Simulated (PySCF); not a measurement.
Energy landscape of H2Mg, singlet: map of symmetric stretch and bend. Scanned: Mg-H bond length and H-Mg-H angle.

Calculation: PySCF 2.14.0 with restricted LDA (SVWN5)/6-31G*, spherical d.

Energy in kJ/mol above the lowest grid point; x is the Mg-H bond length (Å), y the H-Mg-H angle (°).

| y \ x | 1.45 | 1.53 | 1.63 | 1.72 | 1.80 | 1.86 | 1.97 | 2.03 | 2.12 | 2.21 | 2.31 |
|---|---|---|---|---|---|---|---|---|---|---|---|
| 180 | 91.8 | 41.6 | 8.7 | 0.0 | 4.4 | 13.3 | 38.9 | 56.5 | 86.2 | 118.4 | 155.8 |
| 168.82 | 93.8 | 43.5 | 10.5 | 1.8 | 6.1 | 15.0 | 40.4 | 58.0 | 87.6 | 119.7 | 157.0 |
| 157.60 | 99.9 | 49.4 | 16.1 | 7.1 | 11.2 | 19.9 | 45.0 | 62.4 | 91.8 | 123.7 | 160.6 |
| 152.23 | 104.1 | 53.5 | 20.1 | 10.9 | 14.8 | 23.4 | 48.4 | 65.6 | 94.8 | 126.5 | 163.3 |
| 139.80 | 117.5 | 66.6 | 32.8 | 23.1 | 26.5 | 34.7 | 59.0 | 75.8 | 104.4 | 135.5 | 171.7 |
| 128.64 | 134.2 | 82.9 | 48.5 | 38.2 | 41.1 | 48.9 | 72.2 | 88.6 | 116.5 | 146.8 | 182.2 |
| 121.32 | 147.9 | 96.4 | 61.5 | 50.7 | 53.1 | 60.5 | 83.1 | 99.1 | 126.3 | 156.1 | 190.7 |
| 108.58 | 178.6 | 126.1 | 89.9 | 78.0 | 79.3 | 85.9 | 106.9 | 122.0 | 147.8 | 176.2 | 209.3 |
| 100.72 | 202.4 | 149.1 | 111.9 | 99.1 | 99.5 | 105.4 | 125.2 | 139.6 | 164.4 | 191.7 | 223.6 |
| 89.71 | 243.4 | 188.7 | 149.8 | 135.3 | 134.3 | 139.1 | 156.8 | 170.0 | 193.0 | 218.5 | 248.5 |
| 80.29 | 286.8 | 230.7 | 190.1 | 174.0 | 171.6 | 175.3 | 190.9 | 203.0 | 224.3 | 248.0 | 275.9 |
| 70 | 343.9 | 286.5 | 244.3 | 226.6 | 222.6 | 225.1 | 238.4 | 249.2 | 268.4 | 290.0 | 315.5 |

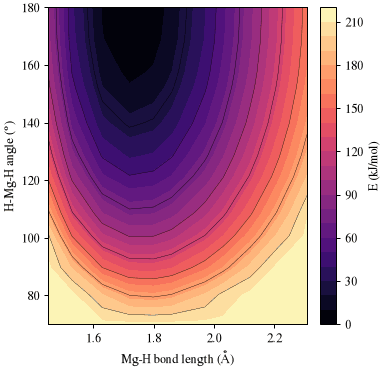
Fig. 1. Energy surface, cut off at 213 kJ/mol.

Points that lie below all their neighbours on the grid: x = 1.72, y = 180 on the edge of the grid (0.0 kJ/mol).
